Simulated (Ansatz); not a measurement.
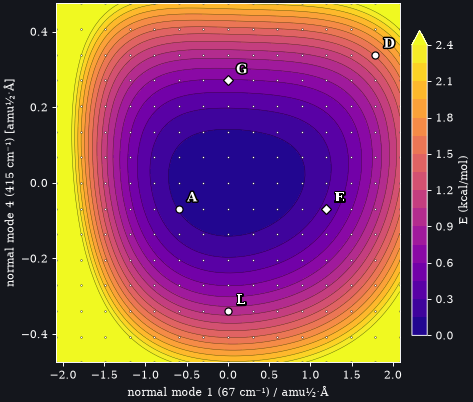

H2OSZn, SMILES O[S][ZnH]. 
- First axis: normal mode 1 (67 cm⁻¹). Second axis: normal mode 4 (415 cm⁻¹).
- Nothing is relaxed (straight displacements along the two mass-weighted modes).
- The scan uses a 15 × 15 grid.
- Energies are in kcal/mol, from the lowest grid point.
- These are results of Ansatz, RKS PBE-D4/def2-SVP, not measurements.

The picture shows filled contours, dots at the grid points, one colour for all values above the top of the scale, lettered points. Between grid points the surface is interpolated.

> What kind of point is each of A, D, E, G, L: minimum, saddle, maximum or slope?

A: on a slope; D: on a slope; E: on a slope; G: on a slope; L: on a slope. (In these two coordinates alone; a stationary point may lie a little off the grid point.)

> Rank the lettered points by energy, lowest first.

A (0.14 kcal/mol), E (0.35 kcal/mol), G (0.59 kcal/mol), L (0.97 kcal/mol), D (1.52 kcal/mol).
